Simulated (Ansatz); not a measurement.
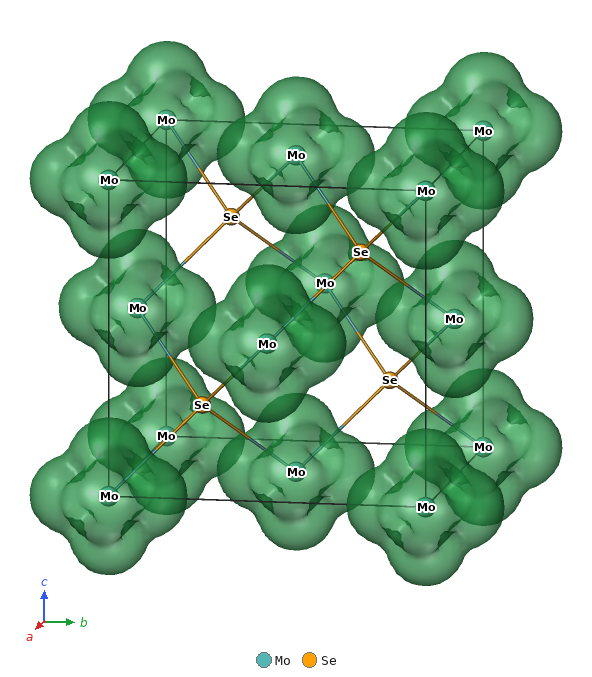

Figure 1: MoSe. Isosurfaces of the magnetisation density (up minus down) at +0.05 (green) and −0.05 e/Å³ (red), seen slightly off an axis. Sticks mark near contacts.

Space group F-43m; started from the zincblende prototype, which need not be the ambient phase; changed on purpose from its base cell (volume × 1.040); computed pressure about −4 GPa in this cell; spin-polarised.

All numbers below come from Ansatz, DFT r2SCAN, scalar-relativistic, plane waves, PAW.

In a PAW calculation such maps are meaningful between the atoms, not at the nuclei.

> Which atoms carry the moments, and with what signs?

The spin density sits on Mo: +1.0 μB (×4) in one cell of 8 atoms: parallel moments, as they must be, since the calculation's own cell holds one magnetic site. The cell of the calculation (2 atoms) carries 1.3 μB of net spin moment. Only one sign reaches the isovalue.
